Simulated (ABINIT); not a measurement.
# A GW chain in ABINIT: CsHO (Cmc2_1)

Wanted: ground state, empty states, screening and self-energy for CsHO (Cmc2_1).

Method: LDA and many-body steps on it, plane waves, in ABINIT 10.8.3.

## (1) The starting structure

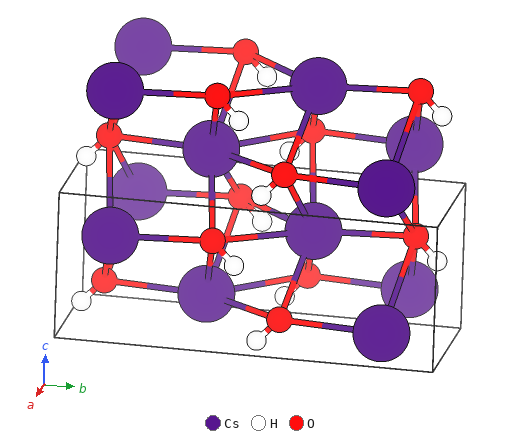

The starting structure, seen slightly off an axis (caesium purple, hydrogen white, oxygen red). 1×1×2 cells are drawn. This picture shows the conventional cell, with its axes. Some periodic images of atoms are drawn too.

As a file:

```cif
data_structure
_symmetry_space_group_name_H-M 'Cmc2_1'
_symmetry_Int_Tables_number 36
_cell_length_a 4.3223
_cell_length_b 11.3827
_cell_length_c 4.5043
_cell_angle_alpha 90.000
_cell_angle_beta 90.000
_cell_angle_gamma 90.000
_cell_volume 221.61
loop_
_atom_site_label
_atom_site_type_symbol
_atom_site_symmetry_multiplicity
_atom_site_Wyckoff_symbol
_atom_site_fract_x
_atom_site_fract_y
_atom_site_fract_z
_atom_site_occupancy
Cs1 Cs 4 a 0.50000 0.63837 0.73669 1
H1 H 4 a 0.50000 0.96699 0.60760 1
O1 O 4 a 0.50000 0.90834 0.76542 1
```

The cell and positions are those that the Materials Project relaxed with its own functionals (PBE, PBE+U or r2SCAN), kept fixed. Spin-orbit coupling is left out unless a step names it.

## (2) Ground state

This step: ABINIT 10.8.3; DFT, LDA, plane waves, norm-conserving pseudopotentials.

The ground-state density comes first.

File run.abi:

```
acell 3*1.0 Angstrom
rprim 
  2.161143390000 -5.691334570000 0.000000000000
  2.161143390000 5.691334570000 0.000000000000
  0.000000000000 0.000000000000 4.504272810000
ntypat 3
znucl 55 1 8
natom 6
typat 1 1 2 2 3 3
xred 
  0.861628920000 0.138371080000 0.736689410000
  0.138371080000 0.861628920000 0.236689410000
  0.533012670000 0.466987330000 0.607602700000
  0.466987330000 0.533012670000 0.107602700000
  0.591659040000 0.408340960000 0.765422890000
  0.408340960000 0.591659040000 0.265422890000
pp_dirpath "pseudos"
pseudos "Cs.upf, H.upf, O.upf"
ecut 36
ngkpt 6 6 4
nshiftk 1
shiftk 0 0 0
kptopt 1
chksymbreak 0
nband 23
occopt 1
tolvrs 1e-10
nstep 60
prtwf 0
optforces 0
optstress 0
indata_prefix "in"
outdata_prefix "out"
tmpdata_prefix "tmp"
```

Run with:

```console
> OMP_NUM_THREADS=1 mpirun -n 4 abinit run.abi > log
```

Numbers of over 12 decimals in the logs are rounded to 6 here.

Log:

```text
.Version 10.8.3 of ABINIT. v10.8.2 released Aug 2026.

 Symmetries : space group Cm c 2_1 (# 36); Bravais oC (1-face-center ortho.)
================================================================================
 Values of the parameters that define the memory need of the present run
     intxc =       0    ionmov =       0      iscf =       7    lmnmax =       8
     lnmax =       8     mgfft =      64  mpssoang =       4    mqgrid =    3001
     natom =       6  nloc_mem =       1    nspden =       1   nspinor =       1
    nsppol =       1      nsym =       4    n1xccc =    2501    ntypat =       3
    occopt =       1   xclevel =       1
-    mband =          23        mffmem =           1         mkmem =          10
       mpw =        7755          nfft =      196608          nkpt =          39
================================================================================
  Rough estimation (10% accuracy) of disk space for files :
================================================================================

--------------------------------------------------------------------------------
------------- Echo of variables that govern the present computation ------------
--------------------------------------------------------------------------------
 -outvars: echo values of preprocessed input variables --------
            acell      1.8897261259E+00  1.8897261259E+00  1.8897261259E+00 Bohr

      chksymbreak           0
             ecut      3.60000000E+01 Hartree
-          fftalg         312

              ixc       -1012
              kpt      0.00000000E+00  0.00000000E+00  0.00000000E+00
                       1.66666667E-01  0.00000000E+00  0.00000000E+00
                       3.33333333E-01  0.00000000E+00  0.00000000E+00
                       5.00000000E-01  0.00000000E+00  0.00000000E+00
                       1.66666667E-01  1.66666667E-01  0.00000000E+00
                       3.33333333E-01  1.66666667E-01  0.00000000E+00
                       5.00000000E-01  1.66666667E-01  0.00000000E+00
                      -3.33333333E-01  1.66666667E-01  0.00000000E+00
                      -1.66666667E-01  1.66666667E-01  0.00000000E+00
   [... 28 further rows ...]
                      -3.33333333E-01  3.33333333E-01  5.00000000E-01
                       5.00000000E-01  5.00000000E-01  5.00000000E-01
         kptrlatt        6    0    0      0    6    0      0    0    4
          kptrlen      3.40473680E+01
P           mkmem          10
            natom           6
            nband          23
            ngfft          64      64      48
             nkpt          39
            nstep          60
             nsym           4
           ntypat           3
              occ      2.000000  2.000000  2.000000  2.000000  2.000000  2.000000
                       2.000000  2.000000  2.000000  2.000000  2.000000  2.000000
                       2.000000  2.000000  2.000000  2.000000  0.000000  0.000000
                       0.000000  0.000000  0.000000  0.000000  0.000000
        optforces           0
        optstress           0
            prtwf           0
            rprim      2.1611433900E+00 -5.6913345700E+00  0.0000000000E+00
[...]
spgroup          36

           tolvrs      1.00000000E-10

             xred      8.6162892000E-01  1.3837108000E-01  7.3668941000E-01
[...]
znucl       55.00000    1.00000    8.00000

================================================================================

 chkinp: Checking input parameters for consistency.

================================================================================
== DATASET  1 ==================================================================
-   mpi_nproc: 4, omp_nthreads: 1 (-1 if OMP is not activated)

--- !DatasetInfo
iteration_state: {dtset: 1, }
dimensions: {natom: 6, nkpt: 39, mband: 23, nsppol: 1, nspinor: 1, nspden: 1, mpw: 7755, }
cutoff_energies: {ecut:  36.0, pawecutdg:  -1.0, }
electrons: {nelect:   3.20000000E+01, charge:   0.00000000E+00, occopt:   1.00000000E+00, tsmear:   1.00000000E-02, }

 Real(R)+Recip(G) space primitive vectors, cartesian coordinates (Bohr,Bohr^-1):
 R(1)=  4.0839691-10.7550636  0.0000000  G(1)=  0.1224299 -0.0464897  0.0000000
 R(2)=  4.0839691 10.7550636  0.0000000  G(2)=  0.1224299  0.0464897  0.0000000
 R(3)=  0.0000000  0.0000000  8.5118420  G(3)=  0.0000000  0.0000000  0.1174834
 Unit cell volume ucvol=  7.4773719E+02 bohr^3
 Angles (23,13,12)=  9.00000000E+01  9.00000000E+01  1.38413933E+02 degrees

 getcut: wavevector=  0.0000  0.0000  0.0000  ngfft=  64  64  48
         ecut(hartree)=     36.000   => boxcut(ratio)=   2.05970

--- Pseudopotential description ------------------------------------------------
- Cs Generated using ONCVPSP code by D. R. Hamann
- 55.00000   9.00000  201201                  znucl, zion, pspdat
12 -1012 3 -1 2328                            pspcod,pspxc,lmax,lloc,mmax
     nproj     2     2     2     2
  pspatm : epsatm=   21.68725381
         --- l  ekb(1:nproj) -->
[...]
pspatm: atomic psp has been read  and splines computed

- H Generated using ONCVPSP code by D. R. Hamann
-  1.00000   1.00000  180309                  znucl, zion, pspdat
12 -1012 1 -1 1180                            pspcod,pspxc,lmax,lloc,mmax
     nproj     2     1     0     0
  pspatm : epsatm=    0.35439867
         --- l  ekb(1:nproj) -->
[...]
1   -0.275071
 pspatm: atomic psp has been read  and splines computed

- O Generated using ONCVPSP code by D. R. Hamann
-  8.00000   6.00000  201201                  znucl, zion, pspdat
12 -1012 2 -1 926                             pspcod,pspxc,lmax,lloc,mmax
     nproj     2     2     1     0
  pspatm : epsatm=    6.27558587
         --- l  ekb(1:nproj) -->
[...]
2   -1.033686
 pspatm: atomic psp has been read  and splines computed

   1.81230325E+03                                ecore*ucvol(ha*bohr**3)
--------------------------------------------------------------------------------

_setup2: Arith. and geom. avg. npw (full set) are    7712.076    7712.058

================================================================================

--- !BeginCycle
iteration_state: {dtset: 1, }
solver: {iscf: 7, nstep: 60, nline: 4, wfoptalg: 0, }
tolerances: {tolvrs: 1.00E-10, }

     iter   Etot(hartree)      deltaE(h)  residm     vres2
 ETOT  1  -80.761438542913    -8.076E+01 6.661E-02 2.945E+03
 ETOT  2  -80.546521845074     2.149E-01 6.885E-02 2.652E+03
 ETOT  3  -81.135660939559    -5.891E-01 1.114E-02 3.289E+02
 ETOT  4  -81.176613105700    -4.095E-02 2.909E-03 1.320E+01
 ETOT  5  -81.178784149591    -2.171E-03 7.497E-04 7.452E-01
 ETOT  6  -81.178817984109    -3.383E-05 2.454E-04 9.204E-03
 ETOT  7  -81.178819908143    -1.924E-06 1.114E-04 5.148E-03
 ETOT  8  -81.178820410063    -5.019E-07 8.614E-05 2.485E-05
 ETOT  9  -81.178820412838    -2.775E-09 1.023E-04 1.642E-06
 ETOT 10  -81.178820413009    -1.715E-10 9.987E-05 1.583E-07
 ETOT 11  -81.178820413045    -3.527E-11 1.217E-04 3.055E-08
 ETOT 12  -81.178820413048    -3.681E-12 1.136E-04 2.754E-10
 ETOT 13  -81.178820413048     6.253E-13 1.316E-04 9.321E-11

 At SCF step   13       vres2   =  9.32E-11 < tolvrs=  1.00E-10 =>converged.

--- !ResultsGS
iteration_state: {dtset: 1, }
comment   : Summary of ground state results
lattice_vectors:
- [  4.0839691, -10.7550636,   0.0000000, ]
- [  4.0839691,  10.7550636,   0.0000000, ]
- [  0.0000000,   0.0000000,   8.5118420, ]
lattice_lengths: [  11.50436,   11.50436,    8.51184, ]
lattice_angles: [ 90.000,  90.000, 138.414, ] # degrees, (23, 13, 12)
lattice_volume:   7.4773719E+02
convergence: {deltae:  6.253E-13, res2:  9.321E-11, residm:  1.316E-04, diffor:  0.000E+00, }
etotal    :  -8.11788204E+01
entropy   :   0.00000000E+00
fermie    :   8.16873364E-02
cartesian_stress_tensor: null
pressure_GPa: null
xred      :
- [  8.6163E-01,   1.3837E-01,   7.3669E-01, Cs]
- [  1.3837E-01,   8.6163E-01,   2.3669E-01, Cs]
- [  5.3301E-01,   4.6699E-01,   6.0760E-01,  H]
- [  4.6699E-01,   5.3301E-01,   1.0760E-01,  H]
- [  5.9166E-01,   4.0834E-01,   7.6542E-01,  O]
- [  4.0834E-01,   5.9166E-01,   2.6542E-01,  O]
cartesian_forces: null
force_length_stats: {min: null, max: null, mean: null, }

 Integrated electronic density in atomic spheres:
 ------------------------------------------------
 Atom  Sphere_radius  Integrated_density
[...]
================================================================================

 ----iterations are completed or convergence reached----

 Mean square residual over all n,k,spin=   22.324E-08; max=  13.158E-05
 reduced coordinates (array xred) for    6 atoms
[...]
0.138371080000      0.861628920000      0.236689410000
       0.533012670000      0.466987330000      0.607602700000
       0.466987330000      0.533012670000      0.107602700000
       0.591659040000      0.408340960000      0.765422890000
       0.408340960000      0.591659040000      0.265422890000
 rms dE/dt=  0.0000E+00; max dE/dt=  0.0000E+00; dE/dt below (all hartree)
    1       0.000000000000      0.000000000000      0.000000000000
    2       0.000000000000      0.000000000000      0.000000000000
    3       0.000000000000      0.000000000000      0.000000000000
    4       0.000000000000      0.000000000000      0.000000000000
    5       0.000000000000      0.000000000000      0.000000000000
    6       0.000000000000      0.000000000000      0.000000000000

 cartesian coordinates (angstrom) at end:
    1      2.161143    -4.116302     3.318250
    2      2.161143     4.116302     1.066114
    3      2.161143    -0.375772     2.736808
    4      2.161143     0.375772     0.484672
    5      2.161143    -1.043325     3.447674
    6      2.161143     1.043325     1.195537
 length scales=  1.889726125908  1.889726125908  1.889726125908 bohr
              =  1.000000000000  1.000000000000  1.000000000000 angstroms
 prteigrs : about to open file out_EIG
 Fermi (or HOMO) energy (hartree) =   0.08169   Average Vxc (hartree)=  -0.34251
 Eigenvalues (hartree) for nkpt=  39  k points:
 kpt#   1, nband= 23, wtk=  0.00694, kpt=  0.0000  0.0000  0.0000 (reduced coord)
  -0.66347   -0.64960   -0.52190   -0.50548   -0.20421   -0.18531   -0.16595   -0.15912
  -0.15077   -0.14965   -0.05673   -0.03761    0.06807    0.06936    0.07646    0.08169
   0.21385    0.22971    0.28842    0.29280    0.30346    0.36948    0.38467
 prteigrs : prtvol=0 or 1, do not print more k-points.

--- !EnergyTerms
iteration_state     : {dtset: 1, }
comment             : Components of total free energy in Hartree
kinetic             :  3.35569063881495E+01
hartree             :  1.67899025886376E+01
xc                  : -2.27350803622815E+01
Ewald energy        : -5.72680172443100E+01
psp_core            :  2.42371687416949E+00
local_psp           : -5.52009881329666E+01
non_local_psp       :  1.25473947555381E+00
total_energy        : -8.11788204130477E+01
total_energy_eV     : -2.20898823725257E+03
band_energy         : -6.41843082906591E+00

== END DATASET(S) ==============================================================
================================================================================

 -outvars: echo values of variables after computation  --------
           etotal     -8.1178820413E+01
            nband          23
             nkpt          39
          spgroup          36
 [... the other variables as echoed above ...]

 Calculation completed.
```

Elapsed: 82 s, on 4 MPI ranks of Arm Neoverse V1, shared host; peak memory 0.51 GiB; 5.5 min of CPU time.

Numbers from this step:

```
total energy               : -2208.9882 eV
gap                        : 3.596 eV
k of the valence top       : 0, 0, 0
k of the conduction bottom : 0, 0, 0
least direct gap           : 3.596 eV
```

The gap is direct, at Γ.

[end of part 1 of 3]

[Paths, hosts, dates, memory and timing lines, banners, echoed tables and standing remarks are left out of the program output.]

[Logs are printed without paths, hosts, clocks, repeated set-up lines and the standing remarks that a program may print on its own settings, such as how far it seeks lower states.]

[Runs of the session that timed out or met a known fault of the program may be left out.]

[Hosts, paths, dates, database ids (printed as entryN), source tags and the programs' standing remarks are cut or masked in the printed files.]

[G0W0 gaps are taken among the corrected bands and points alone; a level outside them can change the order at an edge.]

[Where Ansatz stands beside ABINIT at settings called matched, ABINIT's density can come from a denser mesh and the files from another edition; pairs whose starting gaps differed by over 0.03 eV were left out, so agreement reads better than it is.]
